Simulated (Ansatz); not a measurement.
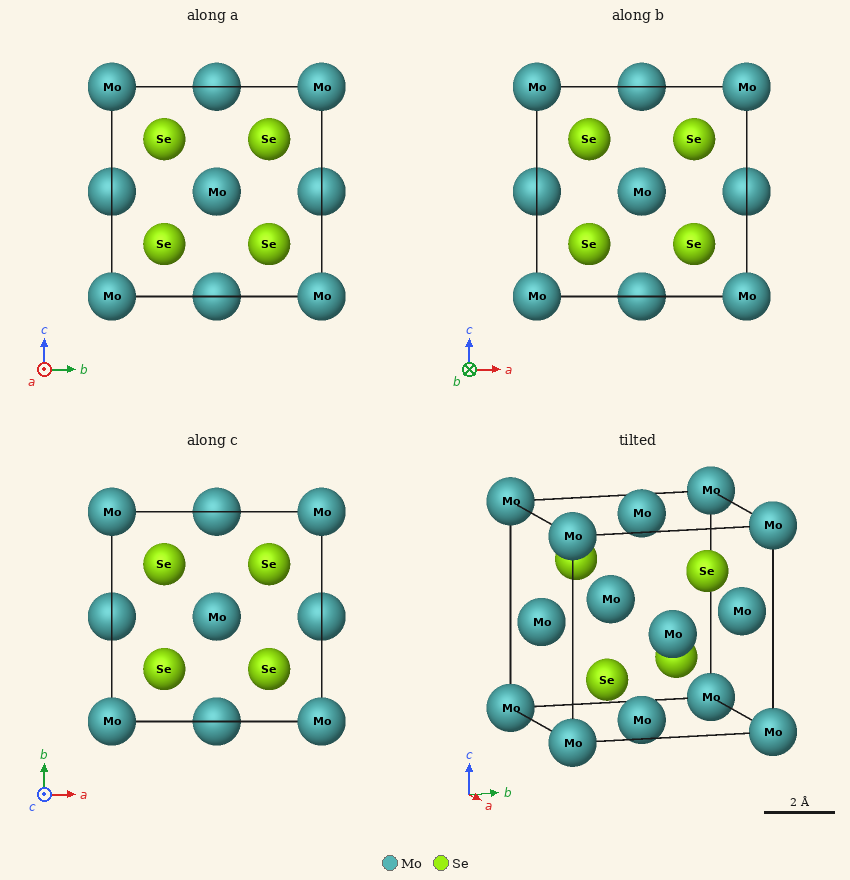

Drawn in the spheres-only manner and seen along the a axis, along the b axis, along the c axis and slightly off an axis. The parallelepiped is the conventional unit cell.

Lattice parameters: a = 6.001 Å, b = 6.001 Å, c = 6.001 Å, α = 90.00°, β = 90.00°, γ = 90.00°.

Question: Give the atomic positions as a table of Wyckoff sites.

Answer: Space group F-43m (No. 216).
```
atom  site       x       y       z
  Mo    4a  0.0000  0.0000  0.0000
  Se    4d  0.2500  0.2500  0.7500
```

It goes back to a structure type filled with these elements by a generator (whether the compound takes this form wasn't checked). Earlier steps of the study may have refined or changed the cell and positions. It was run through Ansatz as a DFT input.

At this level of theory the cell isn't at rest (stretched, at -13 GPa), so its distances can differ from those at equilibrium, the more so the softer the solid.
